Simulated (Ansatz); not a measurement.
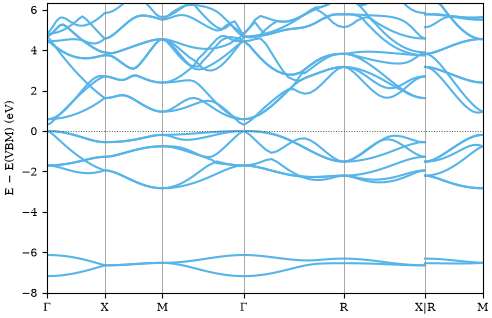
Fig. 1. Band structure from plane-wave PAW PBE (Ansatz code)

**Question.** Read off the gap and where the band edges lie.

**Answer.** About 0.3 eV (0.31 eV by a search for the band edges); maximum at Γ, minimum at Γ.

The material is Mg2Si in space group Pn-3m (No. 224; Mg on 4c, Si on 2a).

A made-up cell: these elements were put on the sites of a structure type; neither database checked (COD, Materials Project) lists it. It is not the phase usual at ambient conditions (space group No. 225). The cell was relaxed with PBE under the symmetry of its start; its stability against distortions is not shown here.

Potentials: the later of the program's two PAW sets.
